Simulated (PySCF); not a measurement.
Vertical excitations of a molecule ClFH5NSi2 from TDA-PBE/def2-SVPD in PySCF, as energy in eV (oscillator strength): 5.47 (0.028), 5.72 (0.003), 5.79 (0.031), 6.11 (0.015), 6.38 (0.011), 6.73 (0.014), 6.82 (0.020), 6.85 (0.012), 6.88 (0.006), 7.00 (0.021). Lowest triplet (TDA): 4.96 eV. Geometry: r2SCAN-D4/def2-SVP. One conformer was computed; it need not be the lowest.

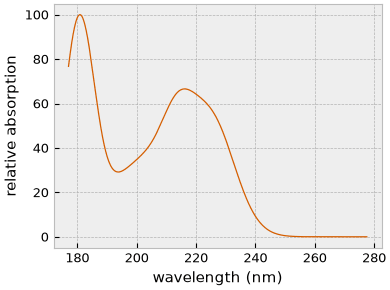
Fig. 1. The lines broadened by 0.4 eV.

**Question.** Which structure fits?
A) N[Si@@](F)([SiH3])Cl
B) N[Si@@H](Cl)[SiH2]F
C) N[SiH2][Si@H](F)Cl
D) N[Si@@H](F)[SiH2]Cl

**Answer.** B, N[Si@@H](Cl)[SiH2]F
